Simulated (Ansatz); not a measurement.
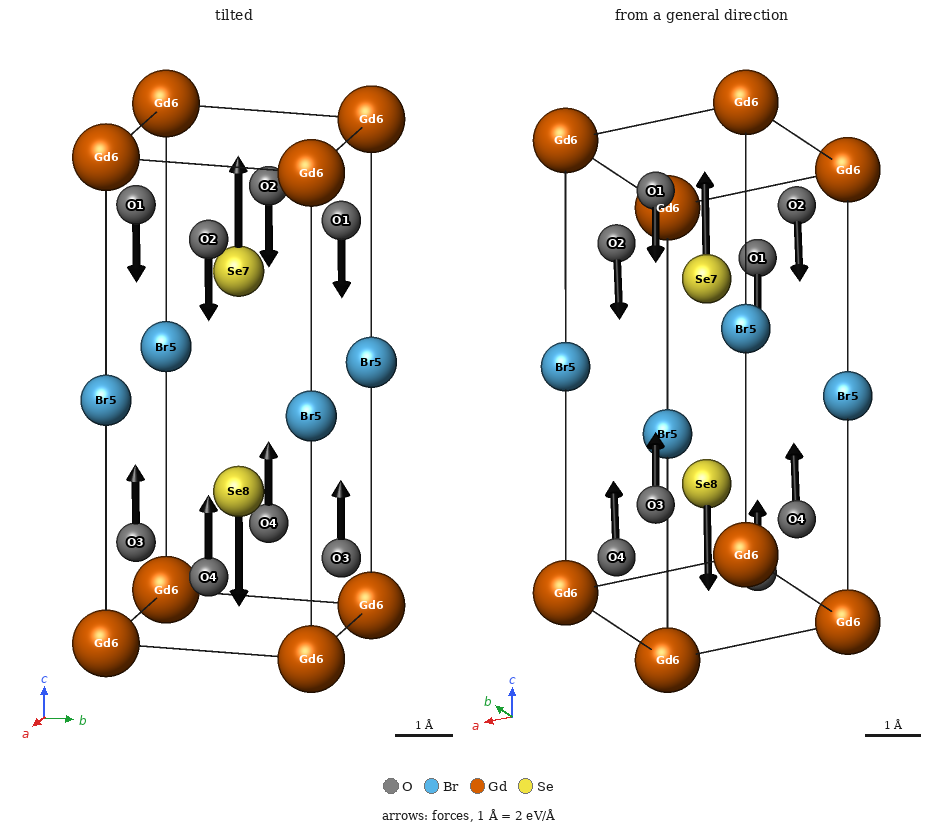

An orthographic spheres-only view of the structure, slightly off an axis and from a general direction. The lines enclose the simulation cell; boundary atoms appear with their images. The arrows are the computed forces on the atoms.

System: GdSe2BrO4. Method used: Ansatz 0.2.0, DFT, PAW plane waves, r2SCAN. It ran with plane-wave cutoff 500 eV, a 5×5×2 grid in reciprocal space, cold smearing of 0.016 eV, no spin polarisation (a spin-restricted run, not always the ground state).

> Has this structure been optimised to equilibrium?

No. The atoms still feel forces of up to about 3.4 eV/Å, far above a usual threshold of 0.01 to 0.03 eV/Å.

> Which atom is pushed hardest?

Se7 and Se8, about 3.4 eV/Å.

Provenance: a generated cell, made by putting these elements into a known structure type (the compound may or may not exist in this form); not relaxed. It went into a calculation with Ansatz.
